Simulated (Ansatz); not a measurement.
The figure comes from a scan of Sn (beta-Sn type, space group I4_1/amd): one Sn atom of a 2-atom cell moves by u along (1.00, 0.00, 0.00) and v along (0.00, 1.00, 0.00). All values below come from PBE (plane waves to 420 eV, PAW, scalar-relativistic; Ansatz, an electronic-structure program). k mesh 13×13×13 (Γ-centred), Fermi-Dirac smearing 0.05 eV. With partly filled bands, energies and forces of such displacements shift with the k mesh and the smearing. Fu and Fv are the components of the force on the atom. Sn was relaxed with its symmetry unable to fall. The PAW data are Ansatz's earlier set. 

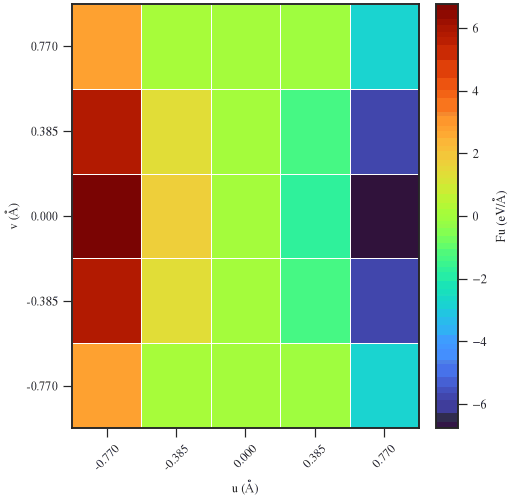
Figure: Fu (eV/Å), one tile a computed point.

Problem. Turn the plot into a table (rounded to what can be read).

Solution. To the nearest 2:

Fu (eV/Å), with u across and v down:

| v \ u | -0.770 | -0.385 | 0.000 | 0.385 | 0.770 |
|---|---|---|---|---|---|
| -0.770 | 2 | 0 | 0 | 0 | -2 |
| -0.385 | 6 | 2 | 0 | -2 | -6 |
| 0.000 | 6 | 2 | 0 | -2 | -6 |
| 0.385 | 6 | 2 | 0 | -2 | -6 |
| 0.770 | 2 | 0 | 0 | 0 | -2 |

(A displaced cell: forces are minus the slopes of the energy, force constants its curvatures, and phonons follow from these.)
